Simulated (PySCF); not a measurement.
## B2P2H8: a changed input and its effect

System: B2P2H8, SMILES [BH2-]1[PH2+][BH2-][PH2+]1.
Method of the first run: GIAO PBE0/pcSseg-1 NMR shielding, non-relativistic, IEF-PCM acetonitrile (PySCF 2.14.0).

The geometry comes from this level: PBE0-D3(BJ)/def2-SVP. Text and figures count atoms from 1; the logs count them from 0 in places.

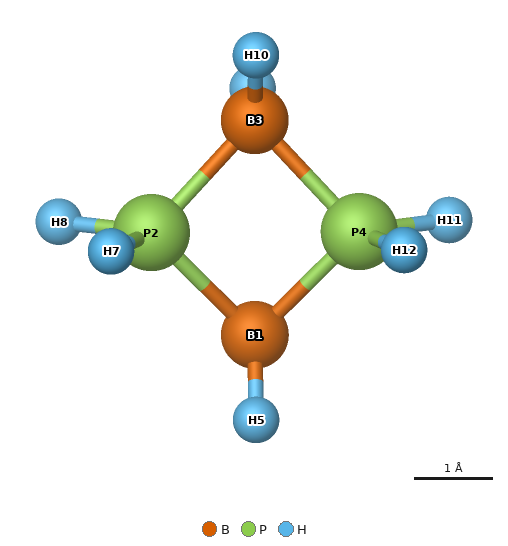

The structure (ball-and-stick view, seen at a tilt; atoms are numbered from 1 in the order of the input). Bond lengths as drawn: B–H 1.21 to 1.22 Å, B–P 1.97 Å and H–P 1.42 Å.

The input, the first run:
```
{"job": {"kind": "nmr", "xc": "PBE0", "basis": "pcSseg-1", "solvent": "acetonitrile", "pop": true}, "charge": 0, "multiplicity": 1}
B      0.211863    -1.402860    -0.103267
P     -1.251315    -0.144365     0.308888
B     -0.158750     1.388604    -0.283722
P      1.387664     0.181823    -0.068299
H      0.433465    -2.321671     0.652747
H      0.079231    -1.690782    -1.279659
H     -1.621824    -0.104947     1.675568
H     -2.513026    -0.350800    -0.301232
H     -0.342067     1.481387    -1.484645
H     -0.196188     2.421332     0.346348
H      2.443697     0.260508    -1.009253
H      2.100089     0.355345     1.143694
```

The first line tells a small driver script what to run in PySCF; the rest is the geometry in Å.

Hardware: 1 CPU thread, shared host.

Output (the first run):
```
coarse grid: 10384 points
cycle   1  E = -736.7792959453  dE =  2.169e-01  |g| = 3.650e-01  |ddm| = 2.989e+00
cycle   2  E = -736.7776365875  dE =  1.659e-03  |g| = 3.701e-01  |ddm| = 8.243e-01
cycle   3  E = -736.8247156724  dE = -4.708e-02  |g| = 3.140e-02  |ddm| = 4.324e-01
cycle   4  E = -736.8249812120  dE = -2.655e-04  |g| = 1.113e-02  |ddm| = 5.044e-02
cycle   5  E = -736.8250156796  dE = -3.447e-05  |g| = 2.392e-03  |ddm| = 1.714e-02
cycle   6  E = -736.8250173088  dE = -1.629e-06  |g| = 2.166e-04  |ddm| = 3.551e-03
final grid: 89248 points
cycle   7  E = -736.8495850594  dE = -2.527e-05  |g| = 5.592e-03  |ddm| = 2.879e-02
cycle   8  E = -736.8495849724  dE =  8.691e-08  |g| = 5.674e-03  |ddm| = 1.151e-02
cycle   9  E = -736.8495945304  dE = -9.558e-06  |g| = 3.626e-04  |ddm| = 5.831e-03
cycle  10  E = -736.8495945691  dE = -3.870e-08  |g| = 1.251e-04  |ddm| = 6.529e-04
cycle  11  E = -736.8495945738  dE = -4.676e-09  |g| = 1.176e-05  |ddm| = 1.605e-04
cycle  12  E = -736.8495945738  dE = -4.184e-11  |g| = 2.453e-06  |ddm| = 3.358e-05
converged SCF energy = -736.8495945738

GIAO shielding tensors (ppm)
atom      isotropic    diamagn.    paramagn.     s11        s22        s33       span
  0 B      138.489     193.396     -54.908    116.249    148.792    150.424     34.175
  1 P      456.736     967.587    -510.851    387.388    487.339    495.481    108.093
  2 B      138.504     193.406     -54.902    116.264    148.801    150.447     34.184
  3 P      456.728     967.599    -510.871    387.381    487.335    495.470    108.089
  4 H       29.388      28.998       0.390     25.470     27.855     34.839      9.369
  5 H       28.765      29.376      -0.611     26.063     28.019     32.211      6.148
  6 H       26.842      29.167      -2.325     23.260     24.308     32.957      9.697
  7 H       26.709      28.628      -1.919     22.351     23.161     34.615     12.264
  8 H       28.764      29.375      -0.610     26.063     28.019     32.212      6.149
  9 H       29.387      28.997       0.390     25.470     27.854     34.839      9.369
 10 H       26.709      28.585      -1.876     22.351     23.160     34.616     12.265
 11 H       26.843      29.142      -2.299     23.262     24.309     32.957      9.695
```

For the second run the input was changed thus:
```diff
-"solvent": "acetonitrile"
-"pop": true
+"solvent": "benzene"
+"pop": false
```

Predict how the results change.

The total energy of the second run is 2.4 kcal/mol higher: the change of the electrostatic solvation energy at this fixed geometry, without cavity or dispersion terms. The LUMO goes from 0.03 to −0.11 eV. The dipole moment goes from 1.35 to 1.07 D. Of all shieldings, the largest change is that of P2 and P4, by −1.7 ppm. The number of SCF iterations is the same.

Output (the second run):
```
coarse grid: 10384 points
cycle   1  E = -736.7728879549  dE =  2.231e-01  |g| = 3.723e-01  |ddm| = 2.990e+00
cycle   2  E = -736.7685848136  dE =  4.303e-03  |g| = 3.880e-01  |ddm| = 9.165e-01
cycle   3  E = -736.8208561661  dE = -5.227e-02  |g| = 3.538e-02  |ddm| = 4.805e-01
cycle   4  E = -736.8211903921  dE = -3.342e-04  |g| = 1.250e-02  |ddm| = 5.863e-02
cycle   5  E = -736.8212340915  dE = -4.370e-05  |g| = 2.709e-03  |ddm| = 1.964e-02
cycle   6  E = -736.8212362038  dE = -2.112e-06  |g| = 2.491e-04  |ddm| = 4.116e-03
final grid: 89248 points
cycle   7  E = -736.8458011105  dE = -2.517e-05  |g| = 5.566e-03  |ddm| = 2.894e-02
cycle   8  E = -736.8458007385  dE =  3.720e-07  |g| = 5.710e-03  |ddm| = 1.162e-02
cycle   9  E = -736.8458104752  dE = -9.737e-06  |g| = 4.063e-04  |ddm| = 6.068e-03
cycle  10  E = -736.8458105250  dE = -4.977e-08  |g| = 1.289e-04  |ddm| = 7.321e-04
cycle  11  E = -736.8458105299  dE = -4.909e-09  |g| = 1.455e-05  |ddm| = 1.699e-04
cycle  12  E = -736.8458105300  dE = -6.764e-11  |g| = 4.175e-06  |ddm| = 3.694e-05
converged SCF energy = -736.8458105300

GIAO shielding tensors (ppm)
atom      isotropic    diamagn.    paramagn.     s11        s22        s33       span
  0 B      137.839     193.214     -55.375    114.889    148.523    150.106     35.217
  1 P      455.006     967.757    -512.751    380.781    491.048    493.188    112.408
  2 B      137.853     193.222     -55.368    114.903    148.531    150.126     35.223
  3 P      455.006     967.770    -512.764    380.790    491.027    493.201    112.411
  4 H       29.169      28.630       0.539     25.158     27.648     34.701      9.543
  5 H       28.525      29.052      -0.528     25.707     27.810     32.057      6.350
  6 H       27.089      29.526      -2.436     23.470     24.697     33.101      9.632
  7 H       26.895      28.951      -2.055     22.505     23.477     34.703     12.199
  8 H       28.525      29.051      -0.526     25.707     27.810     32.058      6.351
  9 H       29.169      28.631       0.538     25.158     27.648     34.701      9.542
 10 H       26.895      28.906      -2.011     22.505     23.476     34.704     12.199
 11 H       27.090      29.500      -2.410     23.471     24.698     33.101      9.631
```

The two runs side by side:

| quantity | the first run | the second run |
| --- | --- | --- |
| outcome | converged | converged |
| total energy (hartree) | −736.849595 | −736.845811 |
| HOMO (eV) | −7.77 | −7.78 |
| LUMO (eV) | 0.03 | −0.11 |
| dipole moment (D) | 1.35 | 1.07 |
| shielding of B1 (ppm) | 138.5 | 137.8 |
| shielding of P2 (ppm) | 456.7 | 455.0 |
| shielding of B3 (ppm) | 138.5 | 137.9 |
| shielding of P4 (ppm) | 456.7 | 455.0 |
| shielding of H6 (ppm) | 28.8 | 28.5 |
| shielding of H7 (ppm) | 26.8 | 27.1 |
| shielding of H12 (ppm) | 26.8 | 27.1 |
| SCF iterations | 12 | 12 |
| basis functions | 122 | 122 |
| wall time (shared host) | 9.4 s | 8 s |
